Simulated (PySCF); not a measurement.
C5H12N, SMILES C[CH]NC(C)C, doublet at its GFN2-xTB optimised geometry (Å):

```
18

C     -0.9171    -2.4804     2.4472
C     -0.5951    -1.7887     1.1731
N     -0.6890    -0.3977     1.1355
C     -0.1418     0.3138     0.0000
C     -0.6874     1.7398     0.0000
C      1.3922     0.3138     0.0000
H     -1.9940    -2.4877     2.6689
H     -0.4172    -1.9944     3.2864
H     -0.5871    -3.5167     2.4010
H     -0.8292    -2.2791     0.2416
H     -0.4519     0.0342     2.0212
H     -0.4937    -0.2087    -0.8972
H     -0.3360     2.2791     0.8776
H     -1.7741     1.7253     0.0147
H     -0.3557     2.2713    -0.8878
H      1.7584    -0.7096     0.0385
H      1.7741     0.7916    -0.8984
H      1.7702     0.8515     0.8678
```

Level of theory: unrestricted PBE0/def2-SVP (PySCF 2.14.0). Cells within 0.4 Å of a nucleus heavier than hydrogen are left out (blank, or x).

Map of the log10 of the electron density (e/bohr³), floored at −4 on the plane z = 0.0 Å:

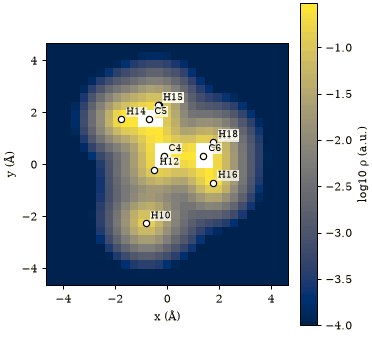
Fig. 1. Log10 of the electron density (e/bohr³), floored at −4 on the plane z = 0.0 Å.
